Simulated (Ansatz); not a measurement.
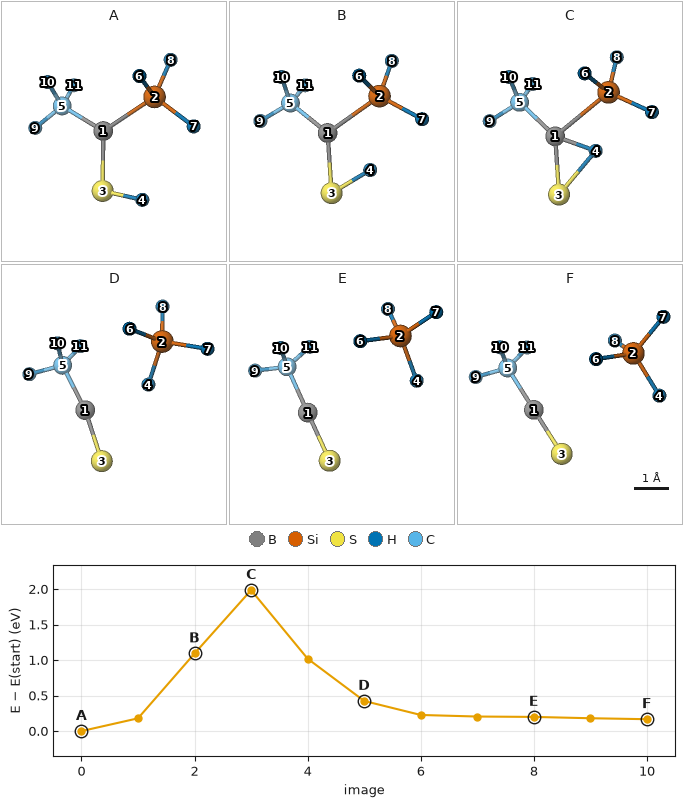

NEB run on CH₇BSSi. Images are numbered from 0 (start) to 10 (end). Frames A to F are images 0, 2, 3, 5, 8, 10. The picture is a ball-and-stick view, seen from a free direction.

Computed with RKS B3LYP-D4/def2-SVP in Ansatz 0.2.0. Run with 9 movable images; climbing image; force threshold 0.05 eV/Å; iteration limit 60; starting path through a guess of the saddle point.

### Describe the mechanism and the energy profile.

Breaking: B1–Si2 (2.03 → 2.24 at the top → 3.78 Å), S3–H4 (1.35 → 1.73 at the top → 3.56 Å). Forming: Si2–H4 (3.11 → 1.88 at the top → 1.49 Å). The energy climbs by 1.99 eV to image 3 and then falls by 1.82 eV, so the end point sits at +0.17 eV. The band is converged. At the top, the vibrational analysis gives one imaginary mode (1114i cm⁻¹), as a transition state must have.

Cost: 6.4 min on 2 threads of Arm Neoverse V1, with other jobs on the host, peak memory 0.21 GiB.
